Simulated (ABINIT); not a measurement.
Band structure of MnS (Fm-3m, 2 atoms in the cell).

```yaml
crystal:
  lattice:
    - [0.00000, 2.48025, 2.48025]
    - [2.48025, 0.00000, 2.48025]
    - [2.48025, 2.48025, 0.00000]
  atoms:
    - { symbol: S, position: [0.00000, 0.00000, 0.00000] }
    - { symbol: Mn, position: [0.50000, 0.50000, 0.50000], spin: 4.0 }
```
(The spins are starting values, not results.)

Method of the run: PBE, norm-conserving pseudopotentials (PseudoDojo nc-sr-05 PBE standard) (plane waves; ABINIT 10.0.3).

Settings: pseudos = [S.upf, Mn.upf]; ecut = 48 Ha; nsppol = 2; occopt = 7; tsmear = 0.2 eV; ngkpt = 9 9 9; nshiftk = 1; shiftk = 0 0 0; potentials = PseudoDojo nc-sr-05 PBE standard; kptopt = 1; nstep = 80; toldfe1 = 1e-09 Ha; ndtset = 2.

The starting cell was generated: these elements placed on a structure prototype, without a prior relaxation; it need not be a known phase or ordering of this composition. Its lattice was rescaled by a random factor within 2.5 % of one. With one magnetic atom in the cell only a parallel order is possible.

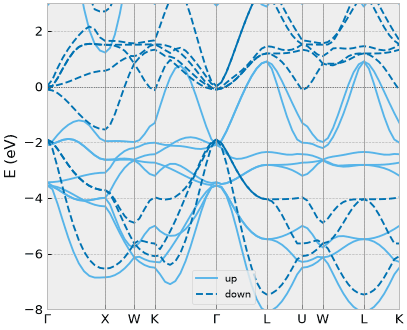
Bands along the path, energies from the Fermi level.

Levels in eV from the Fermi level, bands 10 to 17 of the first spin channel:
```tsv
point	10	11	12	13	14	15	16	17
Γ	-3.44	-2.09	-2.09	-2.09	2.91	8.78	8.78	8.78
X	-3.09	-2.63	-2.63	-1.96	1.22	5.61	11.45	13.49
W	-2.65	-2.63	-2.21	-1.99	4.95	7.28	7.41	7.41
K	-2.73	-2.43	-2.02	-1.31	2.96	6.52	9.03	9.69
L	-2.81	-2.35	0.90	0.90	2.87	5.44	5.44	10.39
U	-2.73	-2.43	-2.02	-1.31	2.96	6.52	9.03	9.69
```

Bands cross the Fermi level along this path, so the cell is metallic at this level.

The net moment of the cell came out as 4.28 μB.
